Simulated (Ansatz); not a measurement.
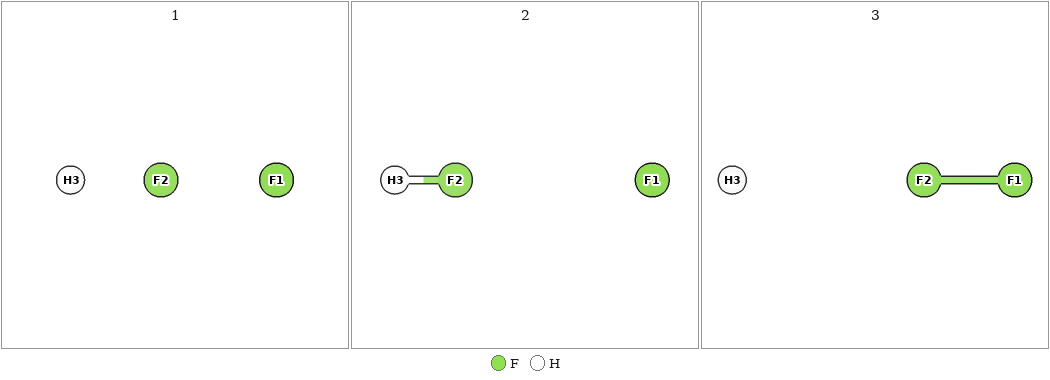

The system F + FH, spin multiplicity 2. Coordinates scanned: (1) distance F1–F2; (2) distance F2–H3. Nothing is relaxed (the angle F1–F2–H3 is fixed at 180 degrees). The scan uses a 17 × 17 grid. Points are written as (first, second). Energies: eV, counted from F far from the relaxed FH (each part in its own basis). In part of the range the unrestricted reference is strongly spin-contaminated. Theory: Ansatz, UKS PBE0-D4/def2-SVPD.

The numbered pictures are structures from this grid.

> Which is the most stable, and how do the others follow?

2, at (2.799 Å, 0.862 Å): 0.07 eV; 1, at (1.643 Å, 1.287 Å): 2.7 eV; 3, at (1.290 Å, 2.728 Å): 4.7 eV.

The map, with the structures marked:

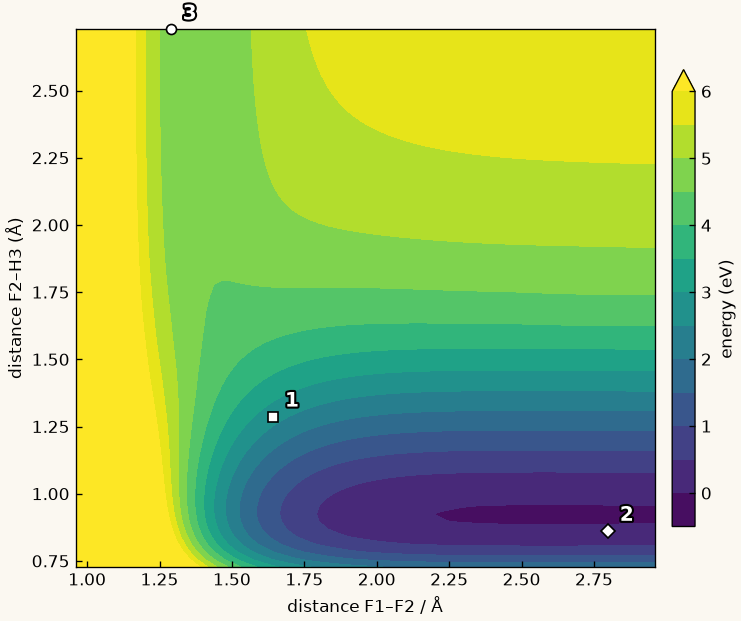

In the figure: filled contours, one colour for all values above the top of the scale. Between grid points the surface is interpolated.
